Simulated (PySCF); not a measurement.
# [Ho(NH2)4]−: other functionals and bases at one geometry

Aim: see how levels, charges and forces of [Ho(NH2)4]− depend on the level of theory. The structure is generated, not taken from experiment.

The runs use PySCF 2.14.0; several levels, as the steps say, no spin–orbit coupling.

1 further run of the same task is left out (for a known fault of the program).

### 1 The starting structure

13 atoms, charge -1, spin multiplicity 1.

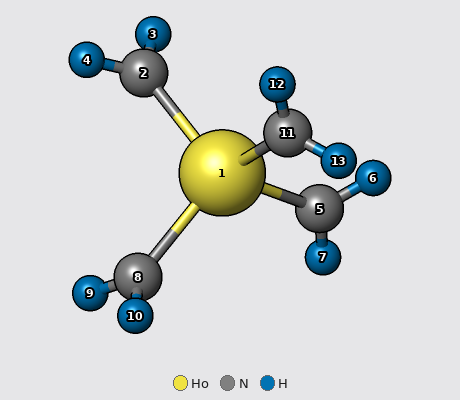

The structure; holmium yellow, nitrogen grey, hydrogen blue; atoms are numbered from 1 in the order of the file.

Coordinates:

```
atom    x (Å)    y (Å)    z (Å)
 Ho1   0.0000   0.0000   0.0000
  N2   1.3506   1.2011   1.3248
  H3   1.2943   1.3954   2.3242
  H4   2.2197   1.6346   1.0093
  N5  -1.3506  -1.3248   1.2011
  H6  -2.2197  -1.0093   1.6346
  H7  -1.2943  -2.3242   1.3953
  N8   1.3506  -1.2011  -1.3248
  H9   2.2197  -1.6346  -1.0093
 H10   1.2943  -1.3954  -2.3242
 N11  -1.3506   1.3248  -1.2011
 H12  -1.2943   2.3242  -1.3953
 H13  -2.2197   1.0093  -1.6346
```

Formal oxidation states: Ho +3. Each metal's 10 4f electrons lie in its core potential, so multiplicities, spins and levels count the valence alone. An earlier session relaxed this geometry at PBE0, Ho lcecp-1-SVP with ECP56, N def2-SVP, H def2-SVP (singlet, point group S4).

At PBE0 on the finer grid: E = -261.196747 Eh, HOMO -1.12 eV, LUMO 4.08 eV, Mulliken charge on Ho1 +0.62 e, largest force component 0.006 eV/Å. 

Levels to run: HF; CAM-B3LYP; PBE0, TZVP. Hardware: 2 threads of Intel Xeon 6975P-C (Granite Rapids), shared host.

### 2 HF

File run.py (the lines that set the calculation):

```python
mol = gto.M(atom='''
Ho     0.00001     0.00000     0.00000
N      1.35059     1.20107     1.32484
H      1.29426     1.39539     2.32420
H      2.21968     1.63459     1.00929
N     -1.35058    -1.32483     1.20107
H     -2.21966    -1.00927     1.63459
H     -1.29430    -2.32421     1.39534
N      1.35059    -1.20107    -1.32484
H      2.21968    -1.63459    -1.00929
H      1.29426    -1.39539    -2.32420
N     -1.35058     1.32483    -1.20107
H     -1.29430     2.32421    -1.39534
H     -2.21966     1.00927    -1.63459''',
    basis={'Ho': 'lcecp-1-SVP', 'N': 'def2-SVP', 'H': 'def2-SVP'},
    ecp={'Ho': 'lcecp-1-SVP'},
    charge=-1, spin=0)
mf = scf.RHF(mol)
mf = mf.density_fit()  # fitting sets: Ho AutoAux, N def2-universal-JKFIT, H def2-universal-JKFIT
mf.conv_tol = 1e-08; mf.max_cycle = 55
mf.kernel(dm0)  # dm0: the density of the relaxed state
```

Started as:

```console
$ OMP_NUM_THREADS=2 python run.py
```

Standard output:

```text
init E= -259.611362564611
  HOMO = -0.163388706226991  LUMO = 0.221047728736378  gap/eV = 10.46105
cycle= 1 E= -259.635480627777  delta_E= -0.0241  |g|= 0.0558  |ddm|= 0.471
  HOMO = -0.170992048340836  LUMO = 0.219437280515118  gap/eV = 10.62412
cycle= 2 E= -259.636703310306  delta_E= -0.00122  |g|= 0.0168  |ddm|= 0.117
  HOMO = -0.167369368907791  LUMO = 0.220584728577705  gap/eV = 10.55677
cycle= 3 E= -259.636811561697  delta_E= -0.000108  |g|= 0.00638  |ddm|= 0.0247
  HOMO = -0.168884346355071  LUMO = 0.220406545074836  gap/eV = 10.59314
cycle= 4 E= -259.636830429526  delta_E= -1.89e-05  |g|= 0.00233  |ddm|= 0.0117
  HOMO = -0.168847203598399  LUMO = 0.220409998091954  gap/eV = 10.59223
cycle= 5 E= -259.636833209556  delta_E= -2.78e-06  |g|= 0.000653  |ddm|= 0.0042
  HOMO = -0.168928542565422  LUMO = 0.220427464339668  gap/eV = 10.59492
cycle= 6 E= -259.636833643528  delta_E= -4.34e-07  |g|= 0.000121  |ddm|= 0.00187
  HOMO = -0.168943539506449  LUMO = 0.220426358627606  gap/eV = 10.59529
cycle= 7 E= -259.636833655689  delta_E= -1.22e-08  |g|= 2.14e-05  |ddm|= 0.000308
  HOMO = -0.168946000738491  LUMO = 0.220425779261367  gap/eV = 10.59535
cycle= 8 E= -259.636833656067  delta_E= -3.78e-10  |g|= 5.05e-06  |ddm|= 5.83e-05
  HOMO = -0.16894637332787  LUMO = 0.220425677117442  gap/eV = 10.59535
Extra cycle  E= -259.63683365609  delta_E= -2.26e-11  |g|= 2.4e-06  |ddm|= 1.26e-05
converged SCF energy = -259.63683365609
```

Wall time 3.3 s (2 threads of Intel Xeon 6975P-C (Granite Rapids), shared host).

Read off: E = -259.636834 Eh, HOMO -4.60 eV, LUMO 6.00 eV, Mulliken charge on Ho1 +1.19 e, largest force component 0.760 eV/Å. 

### 3 CAM-B3LYP

Changes to run.py (the lines that set the calculation) since step 2:

```diff
@@ -17,3 +17,4 @@
     charge=-1, spin=0)
-mf = scf.RHF(mol)
+mf = dft.RKS(mol, xc='CAMB3LYP')
+mf.grids.atom_grid = (75, 302)  # f atoms: unpruned, at least (60, 302)
 mf = mf.density_fit()  # fitting sets: Ho AutoAux, N def2-universal-JKFIT, H def2-universal-JKFIT
```

Started as:

```console
$ OMP_NUM_THREADS=2 python run.py
```

Standard output:

```text
init E= -261.332089016738
  HOMO = -0.0936485601761235  LUMO = 0.173959205788963  gap/eV = 7.28198
cycle= 1 E= -261.333836997926  delta_E= -0.00175  |g|= 0.0424  |ddm|= 0.146
  HOMO = -0.0885202640064983  LUMO = 0.173762051324962  gap/eV = 7.13707
cycle= 2 E= -261.333624737597  delta_E= 0.000212  |g|= 0.0538  |ddm|= 0.0821
  HOMO = -0.0935980621796134  LUMO = 0.173012751537144  gap/eV = 7.25485
cycle= 3 E= -261.334262412342  delta_E= -0.000638  |g|= 0.00128  |ddm|= 0.0428
  HOMO = -0.0935677582084852  LUMO = 0.173049276733757  gap/eV = 7.25502
cycle= 4 E= -261.334263467261  delta_E= -1.05e-06  |g|= 0.000468  |ddm|= 0.00315
  HOMO = -0.0936178458566066  LUMO = 0.173030360856149  gap/eV = 7.25587
cycle= 5 E= -261.334263558677  delta_E= -9.14e-08  |g|= 0.000102  |ddm|= 0.00122
  HOMO = -0.093603925934764  LUMO = 0.173038181572636  gap/eV = 7.25570
cycle= 6 E= -261.334263565171  delta_E= -6.49e-09  |g|= 2.33e-05  |ddm|= 0.000255
  HOMO = -0.0936007306426426  LUMO = 0.173039154385195  gap/eV = 7.25564
Extra cycle  E= -261.334263565461  delta_E= -2.9e-10  |g|= 1.31e-05  |ddm|= 6.12e-05
converged SCF energy = -261.334263565461
```

Wall time 12 s (2 threads of Intel Xeon 6975P-C (Granite Rapids), shared host).

Result: E = -261.334264 Eh, HOMO -2.55 eV, LUMO 4.71 eV, Mulliken charge on Ho1 +0.57 e, largest force component 0.034 eV/Å. 

### 4 PBE0, TZVP

Basis: Ho lcecp-1-TZVP with ECP56, N def2-TZVP, H def2-TZVP. 

Changes to run.py (the lines that set the calculation) since step 3:

```diff
@@ -14,6 +14,6 @@
 H     -2.21966     1.00927    -1.63459''',
-    basis={'Ho': 'lcecp-1-SVP', 'N': 'def2-SVP', 'H': 'def2-SVP'},
-    ecp={'Ho': 'lcecp-1-SVP'},
+    basis={'Ho': 'lcecp-1-TZVP', 'N': 'def2-TZVP', 'H': 'def2-TZVP'},
+    ecp={'Ho': 'lcecp-1-TZVP'},
     charge=-1, spin=0)
-mf = dft.RKS(mol, xc='CAMB3LYP')
+mf = dft.RKS(mol, xc='PBE0')
 mf.grids.atom_grid = (75, 302)  # f atoms: unpruned, at least (60, 302)
@@ -21,2 +21,2 @@
 mf.conv_tol = 1e-08; mf.max_cycle = 55
-mf.kernel(dm0)  # dm0: the density of the relaxed state
+mf.kernel(dm0)  # dm0: free metal ions and neutral atoms
```

Started as:

```console
$ OMP_NUM_THREADS=2 python run.py
```

Standard output:

```text
init E= -267.571038266522
  HOMO = -0.0131705062813649  LUMO = 0.117088326179223  gap/eV = 3.54452
cycle= 1 E= -261.226696346798  delta_E= 6.34  |g|=  1.2  |ddm|= 2.82
  HOMO = -0.134124825854693  LUMO = 0.13448287462894  gap/eV = 7.30919
cycle= 2 E= -261.061201600425  delta_E= 0.165  |g|= 1.41  |ddm|= 1.43
  HOMO = -0.0278108812756255  LUMO = 0.147064557558142  gap/eV = 4.75860
cycle= 3 E= -261.454241749973  delta_E= -0.393  |g|= 0.24  |ddm|= 0.936
  HOMO = -0.0578077354718972  LUMO = 0.138027623005291  gap/eV = 5.32895
cycle= 4 E= -261.46618805  delta_E= -0.0119  |g|= 0.0647  |ddm|= 0.298
  HOMO = -0.0527649897720233  LUMO = 0.140591892716737  gap/eV = 5.26151
cycle= 5 E= -261.467438554322  delta_E= -0.00125  |g|= 0.0062  |ddm|= 0.0931
  HOMO = -0.0525688025811816  LUMO = 0.140686757621337  gap/eV = 5.25875
cycle= 6 E= -261.467448427223  delta_E= -9.87e-06  |g|= 0.000713  |ddm|= 0.00797
  HOMO = -0.0525307486721302  LUMO = 0.140716573528085  gap/eV = 5.25853
cycle= 7 E= -261.467448559446  delta_E= -1.32e-07  |g|= 0.000143  |ddm|= 0.00098
  HOMO = -0.0525441605550051  LUMO = 0.140713454751706  gap/eV = 5.25881
cycle= 8 E= -261.467448566909  delta_E= -7.46e-09  |g|= 4.02e-05  |ddm|= 0.000245
  HOMO = -0.0525402289390656  LUMO = 0.140714385419733  gap/eV = 5.25873
Extra cycle  E= -261.467448566935  delta_E= -2.59e-11  |g|= 4.16e-05  |ddm|= 6.28e-05
converged SCF energy = -261.467448566935
```

Wall time 35 s (2 threads of Intel Xeon 6975P-C (Granite Rapids), shared host).

Read off: E = -261.467449 Eh, HOMO -1.43 eV, LUMO 3.83 eV, Mulliken charge on Ho1 +1.44 e, largest force component 0.317 eV/Å. 

### 5 All levels side by side

| level | state | HOMO (eV) | gap (eV) | charge on Ho1 (e) | dipole (D) | largest force (eV/Å) | basis functions | time |
| --- | --- | --- | --- | --- | --- | --- | --- | --- |
| PBE0 (relaxed here) | singlet | -1.12 | 5.21 | 0.62 | 0.00 | 0.01 | 129 | 29 s |
| HF | singlet | -4.60 | 10.60 | 1.19 | 0.00 | 0.76 | 129 | 3.3 s |
| CAM-B3LYP | singlet | -2.55 | 7.26 | 0.57 | 0.00 | 0.03 | 129 | 12 s |
| PBE0, TZVP | singlet | -1.43 | 5.26 | 1.44 | 0.00 | 0.32 | 219 | 35 s |

Times are on 2 threads of Intel Xeon 6975P-C (Granite Rapids), shared host; the first row also made further properties. The dipole of a charged species depends on the origin, so these sizes hold for this origin alone.

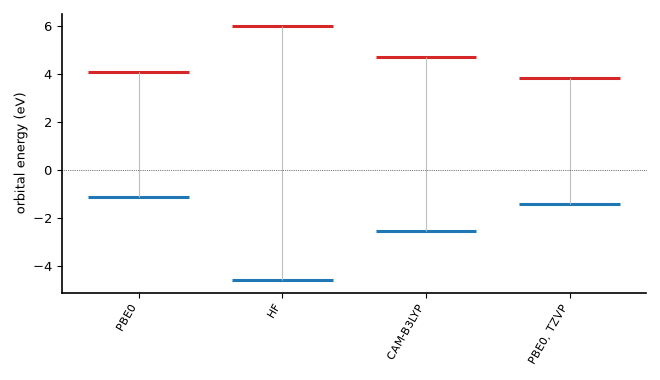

Highest filled and lowest empty level, method by method.

In one basis the HOMO–LUMO gap runs from 5.21 eV (PBE0) to 10.60 eV (HF). The largest leftover force, 0.76 eV/Å with HF, stands at a geometry relaxed at another level. The Mulliken charge on Ho spans +0.57 to +1.44 e over the levels. With 4f in the core, its levels are missing from HOMO and gap. Total energies of different levels can't be compared. Spin–orbit coupling is left out throughout.
